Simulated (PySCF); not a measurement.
# TiOF2 (SMILES [O]=[Ti]([F])[F]) at wB97M-V/cc-pVDZ

What is the vertical ionisation energy of TiOF2 at wB97M-V/cc-pVDZ? Input form: a Python script.

The calculation is run with PySCF 2.14.0.

6 further runs of the same task are left out: 2 that didn't finish, 4 set aside as unsound or not needed.

## 1. The system as given

TiOF2 has 4 atoms, charge 0, and is taken as a singlet. As SMILES, `[O]=[Ti]([F])[F]`. Geometry: a GFN2-xTB relaxation, a rough one for these elements and not checked as a minimum.

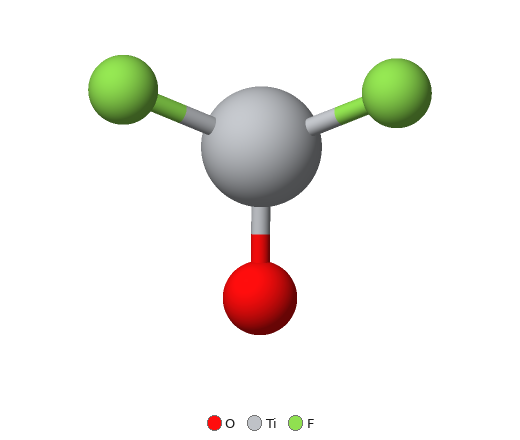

Viewed from a chosen angle; oxygen red, titanium light grey, fluorine green.

## 2. A single-point energy at wB97M-V/cc-pVDZ

Input file job.py:

```python
from pyscf import gto, dft

mol = gto.Mole()
mol.atom = '''
O      0.238219     0.958923     2.768921
Ti    -0.573589    -0.313902     0.156885
F      1.574917    -2.559653    -0.808878
F     -1.239547     1.914652    -2.116928
'''
mol.max_memory = 1860
mol.spin = 0
mol.verbose = 3
mol.basis = 'cc-pvdz'
mol.unit = 'bohr'
mol.build()

calc0 = dft.RKS(mol)
calc0.xc = 'wb97m-v'
calc0.nlcgrids.level = 1
calc0.conv_tol = 1e-10
calc0.grids.level = 5
calc0.kernel()
if not calc0.converged:
    calc0 = calc0.newton().run(calc0.mo_coeff, calc0.mo_occ)

etot = calc0.e_tot
print('E(%s) = %.9f' % ('WB97M-V', etot))
```

Launch:

```bash
$ OMP_NUM_THREADS=1 python job.py
```

Log:

```text
converged SCF energy = -1124.45860657027
E(WB97M-V) = -1124.458606570
```

Run time: 73 s. Hardware: 1 thread of AMD EPYC 9R45 (Zen 5), shared host; peak memory 0.47 GiB.

## 3. The doublet cation, same level

Input file geometry.xyz:

```xyz
4

O      0.126060     0.507440     1.465250
Ti    -0.303530    -0.166110     0.083020
F      0.833410    -1.354510    -0.428040
F     -0.655940     1.013190    -1.120230
```

Input file calc.py:

```python
from pyscf import gto, dft

mol = gto.M(
    atom='geometry.xyz',
    verbose=3,
    max_memory=1860,
    charge=1,
    basis='cc-pvdz',
    spin=1,
)

calc0 = dft.UKS(mol, xc='wb97m-v')
calc0.grids.level = 5
calc0.nlcgrids.level = 1
calc0.conv_tol = 1e-10
calc0.kernel()
if not calc0.converged:
    calc0 = calc0.newton().run(calc0.mo_coeff, calc0.mo_occ)

e_final = calc0.e_tot
print('Final energy', e_final)
```

Launch:

```bash
$ OMP_NUM_THREADS=1 python calc.py
```

Log:

```text
WARN: HOMO -0.497203767304625 >= LUMO -0.497203767304627

converged SCF energy = -1124.00393070403  <S^2> = 0.75844014  2S+1 = 2.0084224
Final energy -1124.0039307040272
```

Run time: 3.2 min. Hardware: 1 thread of AMD EPYC 9R45 (Zen 5), shared host; peak memory 0.49 GiB.

## 4. Summary of results

At wB97M-V/cc-pVDZ:

```
                                          quantity           value
                       singlet TiOF2: total energy  -1124.45861 Eh
                      singlet TiOF2: dipole moment          4.05 D
                        singlet TiOF2: HOMO energy       -11.86 eV
                        singlet TiOF2: LUMO energy        -1.64 eV
                      singlet TiOF2: HOMO–LUMO gap        10.22 eV
                      doublet cation: total energy  -1124.00393 Eh
doublet cation: HOMO energy (highest over α and β)       -20.50 eV
 doublet cation: LUMO energy (lowest over α and β)       -12.52 eV
                              doublet cation: ⟨S²⟩           0.758
vertical ionisation energy (to the doublet cation)       12.372 eV
```

In words: The vertical ionisation energy comes to 12.37 eV (1194 kJ/mol). The negative HOMO energy of the first species, 11.86 eV, lies 0.51 eV below that difference.
